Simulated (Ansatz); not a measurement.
The figure comes from a scan of MoP (WC type, space group P-6m2): volume and axial ratio are varied about the relaxed values (subscript 0). All values below come from PBE (plane waves to 420 eV, PAW, scalar-relativistic; Ansatz, an electronic-structure program). k mesh 16×16×15 (Γ-centred), Fermi-Dirac smearing 0.05 eV. Energies are smeared free energies. With partly filled bands, the response to shear is sensitive to the k mesh, so small differences along c/a are uncertain. MoP is run without spin polarisation. MoP was relaxed with its symmetry unable to fall. The zero of ΔE is the relaxed starting cell.

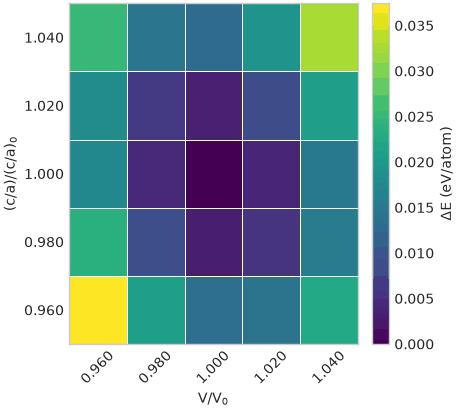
*ΔE (eV/atom), one tile a computed point.*

Problem. Turn the plot into a table (rounded to what can be read).

Solution. To the nearest 0.005:

ΔE (eV/atom), with V/V₀ across and (c/a)/(c/a)₀ down:

| (c/a)/(c/a)₀ \ V/V₀ | 0.960 | 0.980 | 1.000 | 1.020 | 1.040 |
|---|---|---|---|---|---|
| 0.960 | 0.035 | 0.020 | 0.015 | 0.015 | 0.025 |
| 0.980 | 0.025 | 0.010 | 0.005 | 0.005 | 0.015 |
| 1.000 | 0.015 | 0.005 | 0.000 | 0.005 | 0.015 |
| 1.020 | 0.020 | 0.005 | 0.005 | 0.010 | 0.020 |
| 1.040 | 0.025 | 0.015 | 0.015 | 0.020 | 0.035 |

(A scan under strain: stresses follow from slopes of the energy per volume, elastic moduli from its curvatures.)
